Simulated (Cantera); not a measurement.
Feed: 1 mol C₆H₆, 4.2 mol CO₂, at 650 K.

Equilibrium computed with Cantera from the NASA thermochemical tables; the gas is ideal and each condensed phase is pure. Candidate condensed phases: C, C₆H₆, C₇H₈, C₈H₁₈, H₂O; 110 gas species. The ideal-gas law is rough above about 30 bar. Equilibrium is a limit: real reactors are often held back by kinetics, nucleation or transport.

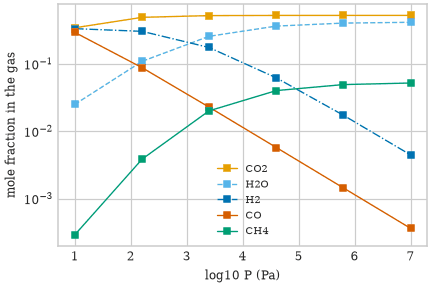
Fig. 1. Equilibrium gas composition (values under 1e-9 drawn at 1e-9)

Question: Read off the mole fractions at 0.400 bar.

Answer: CO₂ about 0.53, H₂O about 0.37, H₂ about 0.062, CH₄ about 0.040, CO about 0.0058.
